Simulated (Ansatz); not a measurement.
**CuBiPbS3 (Aikinite): the LDA gap against the k mesh of the density**

How far can the k mesh of the density be lowered for the gap of CuBiPbS3 (Aikinite)?

Method: DFT, LDA, plane waves, PAW, in Ansatz 0.2.0.

## 1. The structure

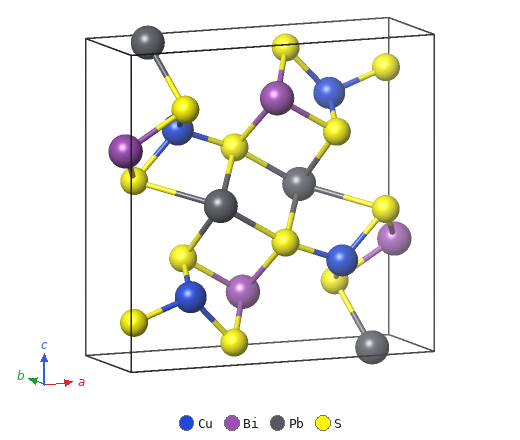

Start, viewed slightly off an axis; copper blue, bismuth purple, lead dark grey, sulfur yellow.

The cell and positions come from the Crystallography Open Database and are kept as given unless a step says otherwise. Spin-orbit coupling is left out unless a step names it. The default PAW set here is soft_2. Its files were made with PBE.

## 2. k mesh of the density: 1×2×1

Contents of input.yaml:

```yaml
crystal:
  lattice:
    - [11.638, 0.0, 0.0]
    - [0.0, 4.039, 0.0]
    - [0.0, 0.0, 11.319]
  atoms:
    - { symbol: Cu, position: [0.2338, 0.25, 0.2085] }
    - { symbol: Cu, position: [0.2662, 0.75, 0.7085] }
    - { symbol: Cu, position: [0.7338, 0.25, 0.2915] }
    - { symbol: Cu, position: [0.7662, 0.75, 0.7915] }
    - { symbol: Bi, position: [0.0189, 0.25, 0.6827] }
    - { symbol: Bi, position: [0.4811, 0.75, 0.1827] }
    - { symbol: Bi, position: [0.5189, 0.25, 0.8173] }
    - { symbol: Bi, position: [0.9811, 0.75, 0.3173] }
    - { symbol: Pb, position: [0.8329, 0.25, 0.0105] }
    - { symbol: Pb, position: [0.6671, 0.75, 0.5105] }
    - { symbol: Pb, position: [0.3329, 0.25, 0.4895] }
    - { symbol: Pb, position: [0.1671, 0.75, 0.9895] }
    - { symbol: S, position: [0.716, 0.25, 0.6986] }
    - { symbol: S, position: [0.784, 0.75, 0.1986] }
    - { symbol: S, position: [0.216, 0.25, 0.8014] }
    - { symbol: S, position: [0.284, 0.75, 0.3014] }
    - { symbol: S, position: [0.0467, 0.25, 0.14] }
    - { symbol: S, position: [0.4533, 0.75, 0.64] }
    - { symbol: S, position: [0.5467, 0.25, 0.36] }
    - { symbol: S, position: [0.9533, 0.75, 0.86] }
    - { symbol: S, position: [0.3775, 0.25, 0.0559] }
    - { symbol: S, position: [0.1225, 0.75, 0.5559] }
    - { symbol: S, position: [0.8775, 0.25, 0.4441] }
    - { symbol: S, position: [0.6225, 0.75, 0.9441] }
kpoints:
  mp_grid: { grid: [1, 2, 1] }
  band_path:
    path:
      - [0.0, 0.0, 0.0]
      - [0.5, 0.0, 0.0]
      - [0.5, 0.5, 0.0]
      - [0.0, 0.5, 0.0]
      - [0.0, 0.0, 0.5]
      - [0.5, 0.0, 0.5]
      - [0.5, 0.5, 0.5]
      - [0.0, 0.5, 0.5]
      - [0.0, 0.0, 0.4]
      - [0.0, 0.25, 0.0]
      - [0.0, 0.0, 0.35]
    npoints: 1
hamiltonian:
  xc: lda
scf:
  occupations: { method: fixed }
  n_extra_bands: 12
output:
  eigenvalues: true
  forces: true
  stress: true
  write_density: true
  write_potential: true
  elf: true
  volumetric_format: npy
```

Launch:

```bash
$ ansatz run input.yaml --threads 3 --pin off --max-ram 92160MiB --backend cuda --events-out ev --progress --plain --runs-dir out --devices 1 --max-vram 13GiB
```

Numbers of over 12 decimals in the logs are rounded to 6 here.

The log of the run:

```text
scf.n_extra_bands = 12 over 132 filled bands (N_el = 264.0): the run solves 144 bands
GPUs: using 1 of 1 available (devices: 1).
Engine: ansatz 0.2.0, x86_64-unknown-linux-gnu
Pseudopotentials: kind: paw
Pseudopotential: Cu, paw, valence charge 19, recommended cutoff 420 eV (normal), Cu.paw.azcp
Pseudopotential: Bi, paw, valence charge 15, recommended cutoff 420 eV (normal), Bi.paw.azcp
Pseudopotential: Pb, paw, valence charge 14, recommended cutoff 420 eV (normal), Pb.paw.azcp
Pseudopotential: S, paw, valence charge 6, recommended cutoff 420 eV (normal), S.paw.azcp
Functional definition: SPW92
  exchange = slater_x
  correlation = pw_c
device memory: the entry about to start is reckoned to put 5.2 GiB on a device that reports 29.7 GiB free (of which the cap on the GPU budget leaves the run 13.0 GiB)
GPU FFT provider: cuFFT
GPU libraries: cuBLAS 13.8.2, cuFFT 12.4.0, cuSOLVER 12.3.4
Crystal: 24 atoms, lattice volume = 532.060 Å³
Basis set: ecut = 420 eV, 10407 PW (Γ)
Bands: 144, of which v1, the nominal top of the filled ones, is band 132 counted from 1 (131 counted from 0)
Symmetry: 8 space group operations
Space group: Pnma (ITA 62), of the structure as read, at distance tolerance 8.1e-5 Å
k-points: 2
Non-local potential: Cu, projectors of the file, l = 0: 3, l = 1: 2, l = 2: 3, l = 3: 1
Non-local potential: Bi, projectors of the file, l = 0: 2, l = 1: 2, l = 2: 2, l = 3: 2
Non-local potential: Pb, projectors of the file, l = 0: 2, l = 1: 2, l = 2: 2, l = 3: 2
Non-local potential: S, projectors of the file, l = 0: 2, l = 1: 2, l = 2: 2
PAW form: soft (Blöchl's): semilocal exchange-correlation on the pseudo side does not see the compensation charge
PAW frozen core: Cu, regenerated for the run's functional, and the local potential with it (the file was generated under x = pbe(κ = 0.804, μ = 0.219515), c = pbe(β = 0.066725))
PAW frozen core: Bi, regenerated for the run's functional, and the local potential with it (the file was generated under x = pbe(κ = 0.804, μ = 0.219515), c = pbe(β = 0.066725))
PAW frozen core: Pb, regenerated for the run's functional, and the local potential with it (the file was generated under x = pbe(κ = 0.804, μ = 0.219515), c = pbe(β = 0.066725))
PAW frozen core: S, regenerated for the run's functional, and the local potential with it (the file was generated under x = pbe(κ = 0.804, μ = 0.219515), c = pbe(β = 0.066725))
PAW one-centre angular grid: Cu, 590 points (default); XC on 64 Gauss nodes
PAW one-centre angular grid: Bi, 590 points (default); XC on 64 Gauss nodes
PAW one-centre angular grid: Pb, 590 points (default); XC on 64 Gauss nodes
PAW one-centre angular grid: S, 110 points (default); XC on 64 Gauss nodes
Initial density: superposition of atomic densities (neutral atoms: chi_scale 0, normalization atom), corrected by the library's trained network
Initial wavefunctions: pseudopotential atomic-orbital guess
GPU buffer pool allocated for 172800 grid points (all kernels)
GPU transforms: local potential and band sums: pruned to the plane-wave sphere, on 80×27×75
Functional: x = slater, c = lda
SCF iter   1: F=—  HF=-131417.535247 eV  |F-HF|=—  |Δ(HF+E_count)|=         —  Δρ=9.31e-3  dr2=3.33e-1  ethr=1.77e-3  ⟨swp⟩=4.5  Hψ=987  notcnv=0  defer=12
preconditioner: auto → Resta (q_TF=auto, 2.428 Å⁻¹)  ε∞=5.3  [insulator: Δε(μ)=0.948 eV  Ē_g=11.870 eV  n_scr=134 (ndim 8)  ℏωp=24.5 eV  f_vac=0.016  ε∞_Penn≈5.3]
SCF iter   2: F=—  HF=-131417.514917 eV  |F-HF|=—  |Δ(HF+E_count)|=   2.03e-2  Δρ=8.42e-3  dr2=2.92e-1  ethr=1.26e-4  ⟨swp⟩=2.0  Hψ=620  notcnv=0  defer=20
SCF iter   3: F=—  HF=-131417.467942 eV  |F-HF|=—  |Δ(HF+E_count)|=   4.70e-2  Δρ=4.74e-3  dr2=7.07e-2  ethr=1.11e-4  ⟨swp⟩=2.0  Hψ=541  notcnv=0  defer=20
SCF iter   4: F=—  HF=-131417.454229 eV  |F-HF|=—  |Δ(HF+E_count)|=   1.37e-2  Δρ=1.70e-3  dr2=9.71e-3  ethr=2.68e-5  ⟨swp⟩=2.0  Hψ=381  notcnv=0  defer=20
SCF iter   5: F=—  HF=-131417.453013 eV  |F-HF|=—  |Δ(HF+E_count)|=   1.22e-3  Δρ=3.50e-4  dr2=4.67e-4  ethr=3.68e-6  ⟨swp⟩=2.0  Hψ=365  notcnv=0  defer=19
SCF iter   6: F=—  HF=-131417.452079 eV  |F-HF|=—  |Δ(HF+E_count)|=   9.33e-4  Δρ=4.12e-5  dr2=1.41e-5  ethr=1.77e-7  ⟨swp⟩=2.0  Hψ=387  notcnv=0  defer=7
SCF iter   7: F=—  HF=-131417.452164 eV  |F-HF|=—  |Δ(HF+E_count)|=   8.44e-5  Δρ=2.19e-5  dr2=3.90e-6  ethr=5.35e-9  ⟨swp⟩=2.0  Hψ=431  notcnv=0  defer=7
SCF iter   8: F=—  HF=-131417.452164 eV  |F-HF|=—  |Δ(HF+E_count)|=   1.23e-7  Δρ=6.21e-6  dr2=2.91e-7  ethr=1.48e-9  ⟨swp⟩=2.0  Hψ=388  notcnv=0  defer=7
SCF iter   9: F=—  HF=-131417.452164 eV  |F-HF|=—  |Δ(HF+E_count)|=   4.23e-8  Δρ=5.99e-6  dr2=1.63e-7  ethr=3.79e-11  ⟨swp⟩=16.0  Hψ=2981  notcnv=0
SCF iter  10: F=-131417.452164 eV  HF=-131417.452164 eV  |F-HF|=1.34e-9  |Δ(HF+E_count)|=   2.17e-8  Δρ=6.38e-7  dr2=3.45e-9  ethr=3.79e-11  ⟨swp⟩=11.0  Hψ=3345  notcnv=0
SCF 1 converged in 10 iterations: F = -131417.452164 eV  dr2 = 3.45e-9
[...]
device memory: the entry about to start is reckoned to put 5.0 GiB on a device that reports 29.7 GiB free (of which the cap on the GPU budget leaves the run 13.0 GiB)
NSCF: frozen V_eff on 11 k-points
SCF converged after 10 iterations
Free energy (F): -131417.452164 eV
Harris-Foulkes:  -131417.452164 eV  (|F-HF|=1.34e-9)
Internal energy: -131417.452164 eV  (E = F + TS)
E sigma→0 (E₀):  -131417.452164 eV
Fermi energy:    8.845908 eV
--- Per-component energies (eV) ---
  E_band       = -2490.427747
  E_kinetic    = 4845.023481
  E_local      = -36016.132444  (includes V_loc(G=0)·N_el)
  E_nonlocal   = 5641.451637
  E_hartree    = 15036.418273
  E_xc         = -2991.282202
  E_vxc        = -2628.206367  (∫ρ·V_xc dr)
  E_paw        = -95034.002301  (= ΣΔE_a)
  E_vpaw       = -4405.395976  (= ΣTr[D̂ρ^β])
  E_aug_tail   = -0.001070  (compensation charges beyond the density's cutoff)
  E_ewald      = -22902.234155
  E_core_change = 3.306617  (= ΣΔE_core)
  E_smearing   = -0.000000  (= −TS)
  E_closure    = 0.000000  (closes the sum)
  Σ components = -131417.452164   (vs F -131417.452164, Δ=0.00e0)
--- Forces (eV/Å), atoms counted from 1 ---
  atom   1  Cu    -0.09005912     0.00000000    -0.29827113
  atom   2  Cu     0.09005912     0.00000000    -0.29827113
  atom   3  Cu    -0.09005912     0.00000000     0.29827113
  atom   4  Cu     0.09005912     0.00000000     0.29827113
  atom   5  Bi     0.33910653    -0.00000000    -0.06719247
  atom   6  Bi    -0.33910653    -0.00000000    -0.06719247
  atom   7  Bi     0.33910653    -0.00000000     0.06719247
  atom   8  Bi    -0.33910653    -0.00000000     0.06719247
  atom   9  Pb    -0.04052643     0.00000000     0.08440618
  atom  10  Pb     0.04052643     0.00000000     0.08440618
  atom  11  Pb    -0.04052643     0.00000000    -0.08440618
  atom  12  Pb     0.04052643     0.00000000    -0.08440618
  atom  13  S     -0.29004567    -0.00000000    -0.00558847
  atom  14  S      0.29004567     0.00000000    -0.00558847
[...]
atom  20  S     -0.08631699     0.00000000    -0.30605594
  atom  21  S     -0.01423086     0.00000000     0.40395780
  atom  22  S      0.01423086     0.00000000     0.40395780
  atom  23  S     -0.01423086     0.00000000    -0.40395780
  atom  24  S      0.01423086     0.00000000    -0.40395780
  max |Σ_I F_I| component: 1.67e-16 eV/Å
--- Stress (GPa, compression-positive) ---
       -2.847835       0.000000       0.000000
        0.000000      -1.420210       0.000000
        0.000000       0.000000      -4.824137
  P = ⅓ Tr σ = -3.0307 GPa (-30.307 kbar)
--- Band table (eV) ---
  k-point 0: bands = [... 128 lower, 8.7216, 8.7784, 8.8243, 8.8459, 9.8602, 9.9655, 10.0834, 10.3530, ... 8 higher]
  k-point 1: bands = [... 128 lower, 8.3823, 8.3823, 8.3835, 8.3835, 10.3909, 10.3909, 10.5246, 10.5246, ... 8 higher]
```

Wall time 8 s (1 × NVIDIA H100 80GB HBM3 (shared by 6 runs) with 3 threads of AMD EPYC 7R13 (Zen 3), shared host); peak memory 1.2 GiB.

Numbers from this step:

```
pressure             : -3.031 GPa
gap                  : 0.5789 eV
valence top at       : k = (0.000, 0.000, 0.400)
conduction bottom at : k = (0.000, 0.250, 0.000)
least direct gap     : 0.6083 eV
```

The gap is indirect, with the least direct gap 0.03 eV higher.

## 3. k mesh of the density: 2×4×2

Changes to input.yaml since step 2:

```diff
@@ -31,3 +31,3 @@
 kpoints:
-  mp_grid: { grid: [1, 2, 1] }
+  mp_grid: { grid: [2, 4, 2] }
   band_path:
@@ -55,5 +55 @@
   stress: true
-  write_density: true
-  write_potential: true
-  elf: true
-  volumetric_format: npy
```

The log of the run:

```text
[...]
GPUs: using 1 of 1 available (devices: 1).
[...]
GPU FFT provider: cuFFT
GPU libraries: cuBLAS 13.8.2, cuFFT 12.4.0, cuSOLVER 12.3.4
Crystal: 24 atoms, lattice volume = 532.060 Å³
Basis set: ecut = 420 eV, 10407 PW (Γ)
Bands: 144, of which v1, the nominal top of the filled ones, is band 132 counted from 1 (131 counted from 0)
[... 1 set-up line as in the run before ...]
[...]
k-point 0: bands = [... 128 lower, 8.7019, 8.7716, 8.8181, 8.8242, 9.8570, 9.9571, 10.0787, 10.3467, ... 8 higher]
  k-point 1: bands = [... 128 lower, 8.7060, 8.7060, 9.0230, 9.0230, 9.7092, 9.7092, 10.4743, 10.4743, ... 8 higher]
  k-point 2: bands = [... 128 lower, 8.3109, 8.4315, 8.4742, 8.5811, 9.6183, 10.3284, 10.8517, 10.9981, ... 8 higher]
  k-point 11: bands = [... 128 lower, 8.2481, 8.2481, 8.2481, 8.2481, 10.5297, 10.5297, 10.5297, 10.5297, ... 8 higher]
[key lines of the parts left out:]
SCF converged after 10 iterations
Free energy (F): -131419.119090 eV
Fermi energy:    9.022985 eV
P = ⅓ Tr σ = -3.8739 GPa (-38.739 kbar)
```

It took 9.2 s on 1 × NVIDIA H100 80GB HBM3 (shared by 6 runs) with 3 threads; peak memory 1.1 GiB.

This step gave:

| Property | Result |
| --- | --- |
| pressure | -3.874 GPa |
| gap | 0.5891 eV |
| valence top at | k = (0.000, 0.000, 0.400) |
| conduction bottom at | k = (0.000, 0.250, 0.000) |
| least direct gap | 0.6178 eV |

The gap is 0.589 eV, +0.010 eV from the run before at this level.

## 4. k mesh of the density: 2×6×2 (the default)

Changes to input.yaml since step 3:

```diff
@@ -31,17 +31,10 @@
 kpoints:
-  mp_grid: { grid: [2, 4, 2] }
+  mp_grid: { grid: [2, 6, 2] }
   band_path:
     path:
-      - [0.0, 0.0, 0.0]
-      - [0.5, 0.0, 0.0]
-      - [0.5, 0.5, 0.0]
-      - [0.0, 0.5, 0.0]
-      - [0.0, 0.0, 0.5]
-      - [0.5, 0.0, 0.5]
-      - [0.5, 0.5, 0.5]
-      - [0.0, 0.5, 0.5]
-      - [0.0, 0.0, 0.4]
-      - [0.0, 0.25, 0.0]
-      - [0.0, 0.0, 0.35]
-    npoints: 1
+      - [[0.0, 0.0, 0.0], [0.5, 0.0, 0.0], [0.5, 0.5, 0.0], [0.0, 0.5, 0.0], [0.0, 0.0, 0.0], [0.0, 0.0, 0.5], [0.5, 0.0, 0.5], [0.5, 0.5, 0.5], [0.0, 0.5, 0.5], [0.0, 0.0, 0.5]]
+      - [[0.5, 0.0, 0.0], [0.5, 0.0, 0.5]]
+      - [[0.0, 0.5, 0.0], [0.0, 0.5, 0.5]]
+      - [[0.5, 0.5, 0.0], [0.5, 0.5, 0.5]]
+    npoints: 10
 hamiltonian:
@@ -49,3 +42,3 @@
 scf:
-  occupations: { method: fixed }
+  occupations: { method: fermi_dirac, width: 0.02 }
   n_extra_bands: 12
@@ -55 +48,5 @@
   stress: true
+  write_density: true
+  write_potential: true
+  elf: true
+  volumetric_format: npy
```

The log of the run:

```text
[...]
GPUs: using 1 of 1 available (devices: 1).
[...]
GPU FFT provider: cuFFT
GPU libraries: cuBLAS 13.8.2, cuFFT 12.4.0, cuSOLVER 12.3.4
Crystal: 24 atoms, lattice volume = 532.060 Å³
Basis set: ecut = 420 eV, 10407 PW (Γ)
Bands: 144, of which v1, the nominal top of the filled ones, is band 132 counted from 1 (131 counted from 0)
[... 1 set-up line as in the run before ...]
[...]
k-point 0: bands = [... 128 lower, 8.7028, 8.7724, 8.8189, 8.8250, 9.8555, 9.9578, 10.0785, 10.3466, ... 8 higher]
  k-point 1: bands = [... 128 lower, 8.7051, 8.7051, 9.0240, 9.0240, 9.7082, 9.7082, 10.4741, 10.4741, ... 8 higher]
  k-point 2: bands = [... 128 lower, 8.5792, 8.5955, 8.6155, 8.7292, 9.8104, 9.9582, 10.6428, 10.9165, ... 8 higher]
  k-point 15: bands = [... 128 lower, 8.2490, 8.2490, 8.2490, 8.2490, 10.5300, 10.5300, 10.5300, 10.5300, ... 8 higher]
[key lines of the parts left out:]
SCF converged after 10 iterations
Free energy (F): -131419.117550 eV
Fermi energy:    9.365900 eV
P = ⅓ Tr σ = -3.8521 GPa (-38.521 kbar)
```

The job ended after 38 s (1 × NVIDIA H100 80GB HBM3 (shared by 6 runs) with 3 threads; peak memory 1.6 GiB).

This step gave:

```yaml
pressure: -3.852 GPa
gap: 0.5887 eV
valence_top_at: k = (0.000, 0.000, 0.400)
conduction_bottom_at: k = (0.000, 0.250, 0.000)
least_direct_gap: 0.6159 eV
```

The gap is 0.589 eV, as in the run before at this level.

## 5. k mesh of the density: 4×8×4

Changes to input.yaml since step 4:

```diff
@@ -31,10 +31,17 @@
 kpoints:
-  mp_grid: { grid: [2, 6, 2] }
+  mp_grid: { grid: [4, 8, 4] }
   band_path:
     path:
-      - [[0.0, 0.0, 0.0], [0.5, 0.0, 0.0], [0.5, 0.5, 0.0], [0.0, 0.5, 0.0], [0.0, 0.0, 0.0], [0.0, 0.0, 0.5], [0.5, 0.0, 0.5], [0.5, 0.5, 0.5], [0.0, 0.5, 0.5], [0.0, 0.0, 0.5]]
-      - [[0.5, 0.0, 0.0], [0.5, 0.0, 0.5]]
-      - [[0.0, 0.5, 0.0], [0.0, 0.5, 0.5]]
-      - [[0.5, 0.5, 0.0], [0.5, 0.5, 0.5]]
-    npoints: 10
+      - [0.0, 0.0, 0.0]
+      - [0.5, 0.0, 0.0]
+      - [0.5, 0.5, 0.0]
+      - [0.0, 0.5, 0.0]
+      - [0.0, 0.0, 0.5]
+      - [0.5, 0.0, 0.5]
+      - [0.5, 0.5, 0.5]
+      - [0.0, 0.5, 0.5]
+      - [0.0, 0.0, 0.4]
+      - [0.0, 0.25, 0.0]
+      - [0.0, 0.0, 0.35]
+    npoints: 1
 hamiltonian:
@@ -42,3 +49,3 @@
 scf:
-  occupations: { method: fermi_dirac, width: 0.02 }
+  occupations: { method: fixed }
   n_extra_bands: 12
```

The log of the run:

```text
[...]
GPUs: using 1 of 1 available (devices: 1).
[...]
GPU FFT provider: cuFFT
GPU libraries: cuBLAS 13.8.2, cuFFT 12.4.0, cuSOLVER 12.3.4
Crystal: 24 atoms, lattice volume = 532.060 Å³
Basis set: ecut = 420 eV, 10407 PW (Γ)
Bands: 144, of which v1, the nominal top of the filled ones, is band 132 counted from 1 (131 counted from 0)
[... 1 set-up line as in the run before ...]
[...]
k-point 0: bands = [... 128 lower, 8.7022, 8.7716, 8.8184, 8.8244, 9.8557, 9.9575, 10.0785, 10.3465, ... 8 higher]
  k-point 1: bands = [... 128 lower, 8.6967, 8.7159, 8.9122, 8.9850, 9.6542, 9.9467, 10.3802, 10.4557, ... 8 higher]
  k-point 2: bands = [... 128 lower, 8.7036, 8.7036, 9.0234, 9.0234, 9.7083, 9.7083, 10.4738, 10.4738, ... 8 higher]
  k-point 44: bands = [... 128 lower, 8.2483, 8.2483, 8.2483, 8.2483, 10.5302, 10.5302, 10.5302, 10.5302, ... 8 higher]
[key lines of the parts left out:]
SCF converged after 10 iterations
Free energy (F): -131419.119405 eV
Fermi energy:    9.023369 eV
P = ⅓ Tr σ = -3.8494 GPa (-38.494 kbar)
```

Wall time 25 s (1 × NVIDIA H100 80GB HBM3 (shared by 6 runs) with 3 threads); peak memory 2.2 GiB; 56 s of CPU time.

Numbers from this step:

```
pressure             : -3.849 GPa
gap                  : 0.5894 eV
valence top at       : k = (0.000, 0.000, 0.400)
conduction bottom at : k = (0.000, 0.250, 0.000)
least direct gap     : 0.6165 eV
```

The gap is 0.589 eV, +0.001 eV from the run before at this level.

## 6. The series

Differences are against the last row; a negative gap means that bands overlap, and a run with a band path holds that path's time. Times are wall times on 1 × NVIDIA H100 80GB HBM3 (shared by 6 runs) with 3 threads of AMD EPYC 7R13 (Zen 3), shared host, good to a factor of about two.

| k mesh of the density | gap (eV) | direct gap (eV) | gap error (eV) | energy error (meV/atom) | irreducible k | time |
| --- | --- | --- | --- | --- | --- | --- |
| 1×2×1 | 0.579 | 0.608 | −0.010 | +69.5 | 2 | 8 s |
| 2×4×2 | 0.589 | 0.618 | −0.0003 | +0.0 | 12 | 9.2 s |
| 2×6×2 | 0.589 | 0.616 | −0.001 | +0.1 | 16 | 38 s |
| 4×8×4 | 0.589 | 0.617 | +0.000 | +0.0 | 45 | 25 s |

## 7. Results

```json
{
 "1×2×1": "0.579 eV",
 "2×4×2": "0.589 eV",
 "2×6×2": "0.589 eV",
 "4×8×4": "0.589 eV"
}
```

**Reading.** The gap holds to 0.02 eV from 1×2×1 on, the cheapest setting tried. At 1×2×1 the gap is off by −0.010 eV and the energy by +69 meV/atom. The gap is read over the mesh and added points near the edges, so meshes differ mainly through the density and, for a hybrid, the exchange operator. The runs have no spin polarisation. For a closed low-spin shell that is the natural state; where a d or f shell is open it is a constraint, and the gap is then not the crystal's own.

[Paths, hosts, dates, memory and timing lines, banners, echoed tables and standing remarks are left out of the program output.]

[Logs are printed without paths, hosts, clocks, repeated set-up lines and the standing remarks that a program may print on its own settings, such as how far it seeks lower states.]

[Runs of the session that timed out or met a known fault of the program may be left out.]

[Cells called generated may have been cut or substituted from an entry of the Crystallography Open Database or the Materials Project.]

[Hosts, paths, dates, database ids (printed as entryN), source tags and the programs' standing remarks are cut or masked in the printed files.]
